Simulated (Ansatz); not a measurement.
BPNH₆OCl: several calculations on one system

Part 1: Relaxation

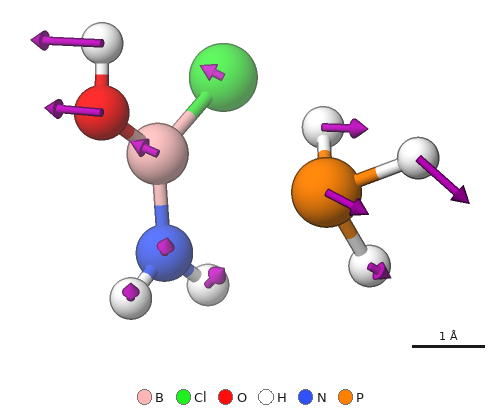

A relaxation of BPNH6OCl. The starting structure is drawn; purple arrows show the displacements, magnified 2 times. The two geometries are superimposed by the best rigid fit.

A ball-and-stick model, seen at a tilt.

The run prepares an end point of a later path (reaction) calculation, from a guessed geometry.

Level of theory: Ansatz 0.2.0, RKS BLYP-D4/def2-SVP.

Input file:
```yaml
crystal:
  periodic: [false, false, false]
  atoms:
    - { symbol: B, position_ang: [-0.075927, -0.45501, -0.193243] }
    - { symbol: Cl, position_ang: [-0.061825, -1.270548, 1.463669] }
    - { symbol: O, position_ang: [1.106716, -0.234634, -0.842708] }
    - { symbol: H, position_ang: [1.881797, -0.544766, -0.341155] }
    - { symbol: "N", position_ang: [-1.31613, -0.125652, -0.763206] }
    - { symbol: H, position_ang: [-2.201704, -0.241528, -0.278062] }
    - { symbol: H, position_ang: [-1.380771, 0.343325, -1.665412] }
    - { symbol: P, position_ang: [-0.320292, 2.485278, 0.828417] }
    - { symbol: H, position_ang: [-1.741775, 2.435658, 1.054176] }
    - { symbol: H, position_ang: [-0.114407, 3.358509, 1.962323] }
    - { symbol: H, position_ang: [-0.088681, 1.301967, 1.593601] }
basis:
  gaussian: { orbitals: def2-SVP }
hamiltonian:
  xc: blyp
  dispersion: d4
relax:
  f_tol: 0.03
  max_steps: 50
```

Command:
```bash
ansatz run input.yaml --threads 4 --pin off --max-ram 5120MiB --backend cpu --events-out ev --progress --plain --runs-dir out
```

> Describe the change and its energy.

Over 10 accepted moves (11 points after the start) the energy falls by 11.1 kJ/mol. Largest force component: 0.58 eV/Å at the start, 0.018 eV/Å at the end. The line search rejected the trial step at point 2 of the run. The largest move after the best rigid fit is that of H4, 0.61 Å. By element the largest moves are H 0.61 Å, O 0.48 Å, P 0.35 Å, B 0.23 Å, Cl 0.19 Å, N 0.16 Å. Some distances before and after: B1–Cl2 1.847 → 1.817 Å, P8–H11 1.428 → 1.438 Å, B1–N5 1.404 → 1.408 Å. Cost: 12 s on 4 threads of Intel(R) Xeon(R) CPU @ 2.60GHz (Ice Lake), with other jobs on the host, peak memory 0.2 GiB.

Limits of the set-up: the start holds two separate molecules, 2.5 Å apart at their closest, whose relative position is a soft coordinate.

Part 2: Relaxation

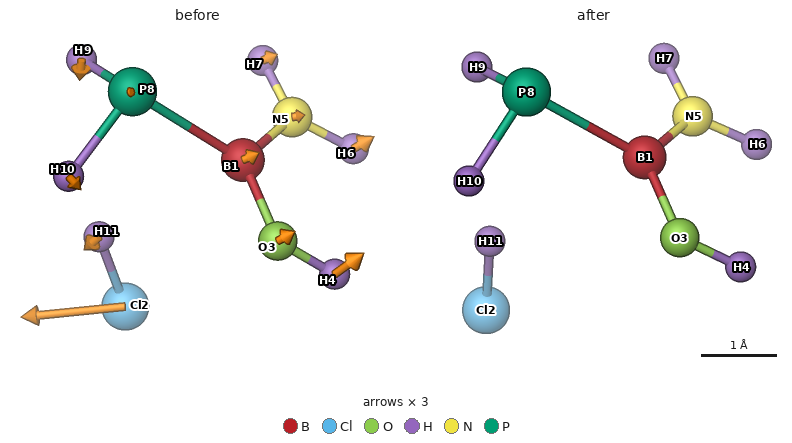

The structure of BPNH$_{6}$OCl before (left) and after (right) a relaxation, at one scale. The orange arrows give the displacements, 3 times their true length.

Style: ball-and-stick. Shown at a tilt.

The run prepares an end point of a later path (reaction) calculation, from a guessed geometry.

Method: RKS BLYP-D4/def2-SVP (Ansatz 0.2.0). Set-up: no spin polarisation; force threshold 0.03 eV/Å; at most 50 steps.

Q: Describe what moved and what it gained.

A: Cl2 moves most after the best rigid fit: 0.48 Å. By element the largest moves are Cl 0.48 Å, H 0.19 Å, O 0.10 Å, B 0.09 Å, N 0.06 Å, P 0.03 Å. Among the contacts that change: B1–P8 1.931 → 1.972 Å, Cl2–H11 1.343 → 1.310 Å. The energy falls by 9.30 kJ/mol in 9 accepted moves (10 points after the start). The largest force component goes from 0.75 to 0.028 eV/Å. The line search rejected the trial step at point 2 of the run. The run took 12 s on 4 threads of Intel(R) Xeon(R) CPU @ 2.60GHz (Ice Lake) (shared host), peak memory 0.19 GiB.

Part 3: Path

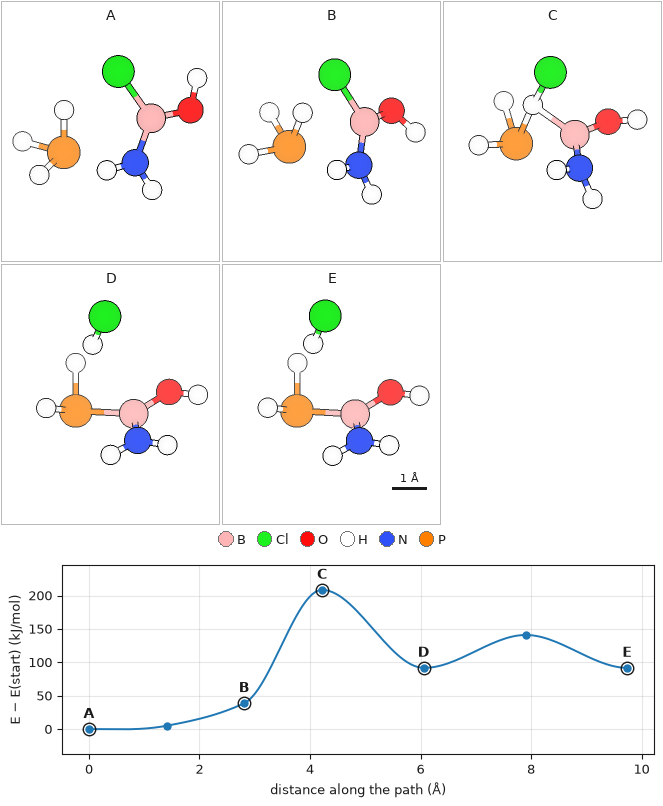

A nudged-elastic-band calculation for BPNH6OCl, made up at the start of BNH3OCl and PH3. Images are numbered from 0 (start) to 6 (end). Frames A to E are images 0, 2, 3, 4, 6. A ball-and-stick model, seen at a tilt.

Level of theory: RKS BLYP-D4/def2-SVP (Ansatz). Set-up: 5 movable images; climbing image; force threshold 0.03 eV/Å; iteration limit 60; starting path through a guess of the saddle point.

Read off the barrier and say what moves.

Answer. The path has more than one stage, and so few images may leave a stage unresolved. Breaking: B–Cl (1.82 → 3.50 Å), H–P (1.44 → 2.69 Å). Forming: B–P (3.66 → 1.97 Å), Cl–H (3.06 → 1.31 Å). The energy climbs by 208.5 kJ/mol to image 3 and then falls by 116.8 kJ/mol, so the end point sits at +91.6 kJ/mol. The profile has 2 maxima (images 3, 5) with a dip at image 4 (+91.7 kJ/mol), so the process runs in steps. The band converged in 28 iterations. The largest component of the band force went from 9.2 to 0.025 eV/Å. The climbing image converged on the top of the path. Its vibrational analysis gives one imaginary mode (683i cm⁻¹), as a transition state must have.

Limits of the set-up: the start holds two separate molecules, 2.9 Å apart at their closest, whose relative position is a soft coordinate.
